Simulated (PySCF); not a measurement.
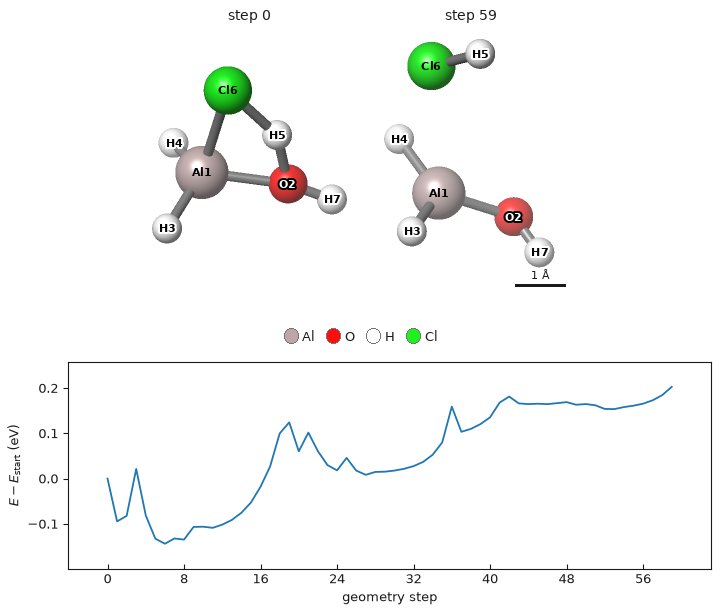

First and last geometry of a relaxation of AlH$_{4}$OCl (coarse preliminary run), with the history of the run. A ball-and-stick model, seen from a free direction.

The reaction that was planned forms Al1–Cl6, O2–H5 and breaks Al1–O2, H5–Cl6 (atoms numbered from 1 in input order).

Level of theory: RKS PBE0-D4/def2-SVP, partitioned rational-function steps on a Bofill-updated Hessian (PySCF 2.14.0). 

> Read the history and describe the run.

The relaxation stopped without meeting its thresholds, so the last structure isn't shown to be converged. The atom that moves furthest after the best rigid fit is H5 (2.38 Å). By element the largest moves are H 2.38 Å, O 1.23 Å, Al 0.69 Å, Cl 0.63 Å. Near-neighbour distances that change, for instance: O2–H5 1.285 → 4.862 Å, Al1–H5 1.833 → 4.083 Å, Al1–Cl6 2.218 → 3.266 Å, H5–Cl6 1.496 → 1.303 Å. Bonds break, among them: Al1–Cl6 (2.22 → 3.27 Å). Among the angles between lasting bonds that change: Al1–O2–H7 164.8° → 122.1°, O2–Al1–H3 112.2° → 118.8°, O2–Al1–H4 112.1° → 115.1°. The energy rises by 0.203 eV in 59 geometry steps. The run took 4.1 min on 4 threads of Intel Xeon @ 2.60GHz, with other jobs on the host.

| step | E − E(0), eV |
| --- | --- |
| 0 | 0.0000 |
| 1 | -0.0945 |
| 2 | -0.0823 |
| 3 | 0.0214 |
| 4 | -0.0814 |
| 5 | -0.1327 |
| 6 | -0.1438 |
| 7 | -0.1322 |
| 8 | -0.1347 |
| 9 | -0.1067 |
| 10 | -0.1062 |
| 13 | -0.0913 |
| 15 | -0.0527 |
| 18 | 0.0996 |
| 20 | 0.0603 |
| 23 | 0.0299 |
| 25 | 0.0458 |
| 28 | 0.0147 |
| 31 | 0.0216 |
| 33 | 0.0369 |
| 36 | 0.1591 |
| 38 | 0.1099 |
| 41 | 0.1679 |
| 44 | 0.1646 |
| 46 | 0.1645 |
| 49 | 0.1632 |
| 51 | 0.1621 |
| 54 | 0.1580 |
| 56 | 0.1655 |
| 59 | 0.2027 |
